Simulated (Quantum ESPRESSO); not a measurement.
# Dipole at the next field: honeycomb SbBi, 1 layer

Method. Quantum ESPRESSO 7.5, PBE, GBRV ultrasoft; sawtooth field along the normal with dipole correction, ions clamped, threshold 1e-9 Ry; cell area 15.612 Å².

| field (V/Å) | dipole (e Å a cell) |
| --- | --- |
| 0 | −0.04995 |
| 0.1 | −0.00985 |
| 0.2 | 0.03044 |

**Question.** What is the dipole at −0.2 V/Å, and what electrostatic thickness 4πα/A follows from the rows?

**Fit.** The slope is (0.03044 − (−0.04995))/0.2 = 0.4019 e Å²/V, so 4πα/A = 180.95 × 0.4019/15.612 = 4.66 Å. Linear response gives p = −0.04995 + 0.4019 × (−0.2) = −0.13034 e Å; a parabola through the three rows gives −0.12958.

**Check.** p = −0.13004 e Å. The line misses by 0.4 % of the induced dipole and the parabola by 0.6 %. The response is linear over this range.

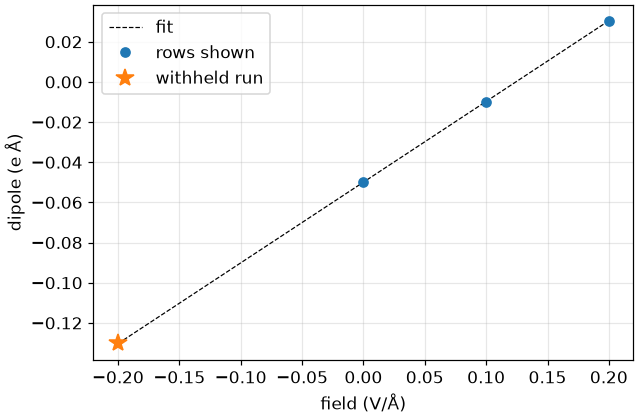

The rows shown, the fit and the withheld run.

Caveats: Electrons alone respond; local and semilocal functionals tend to overscreen.
